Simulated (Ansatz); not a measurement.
# Abstraction of Cl: GeHCl3 + GeH3 → GeHCl2 + GeH3Cl

Species: GeHCl3 `[Cl][GeH]([Cl])[Cl]`, singlet; GeH3 `[GeH3]`, doublet; GeHCl2 `[Cl][GeH][Cl]`, doublet; GeH3Cl (chlorogermane) `[Cl][GeH3]`, singlet. A radical takes Cl: the energy is the difference in strength between two Ge–Cl bonds in different surroundings.

Shapes, held fixed at every level: PBE0-D4/def2-TZVP. Programs: Ansatz 0.2.0. The zero-point and thermal change to 298 K, harmonic and unscaled (PBE0-D4/def2-TZVP), is +2.4 kJ/mol.

```json
{"level": "MP2/def2-TZVPP", "kind": "perturbation theory", "ΔH(298 K) (kJ/mol)": "-1.2", "less CCSD(T)/def2-TZVPP": "+3.4"}
{"level": "HF/def2-SVP", "kind": "Hartree–Fock", "ΔH(298 K) (kJ/mol)": "-4.6", "less CCSD(T)/def2-TZVPP": "0.0"}
{"level": "PBE-D4/def2-TZVPP", "kind": "GGA", "ΔH(298 K) (kJ/mol)": "-18.8", "less CCSD(T)/def2-TZVPP": "-14.2"}
{"level": "r2SCAN-D4/def2-TZVPP", "kind": "meta-GGA", "ΔH(298 K) (kJ/mol)": "-12.6", "less CCSD(T)/def2-TZVPP": "-8.0"}
{"level": "r2SCAN0-D4/def2-TZVPP", "kind": "global hybrid", "ΔH(298 K) (kJ/mol)": "-9.6", "less CCSD(T)/def2-TZVPP": "-5.0"}
{"level": "wB97M-V/def2-TZVPP", "kind": "range-separated hybrid", "ΔH(298 K) (kJ/mol)": "-11.8", "less CCSD(T)/def2-TZVPP": "-7.2"}
{"level": "CCSD(T)/def2-SVP", "kind": "coupled cluster or CI", "ΔH(298 K) (kJ/mol)": "+2.8", "less CCSD(T)/def2-TZVPP": "+7.4"}
{"level": "CCSD(T)/def2-TZVPP", "kind": "coupled cluster or CI", "ΔH(298 K) (kJ/mol)": "-4.6", "less CCSD(T)/def2-TZVPP": "0.0"}
```

The highest level, CCSD(T)/def2-TZVPP, gives ΔH(298 K) = -4.6 kJ/mol; the levels span -18.8 to +2.8. They disagree on the sign: 1 of 8 are positive. The column of differences is taken from that level and isn't an error. No measured value is set beside it here. Open shells run unrestricted. Relativity is left out for Ge. Outer-core shells of Ge are correlated, in sets that cover them unevenly.

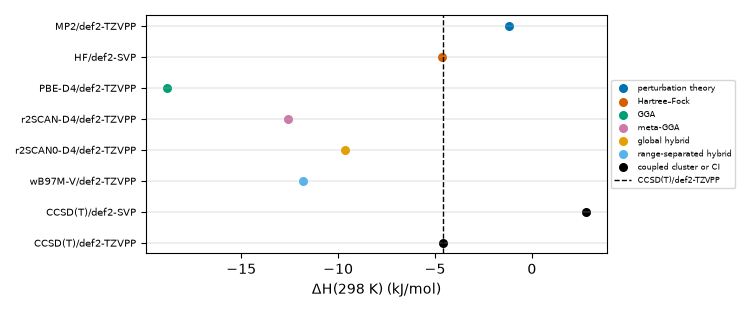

The values of the table, level by level.
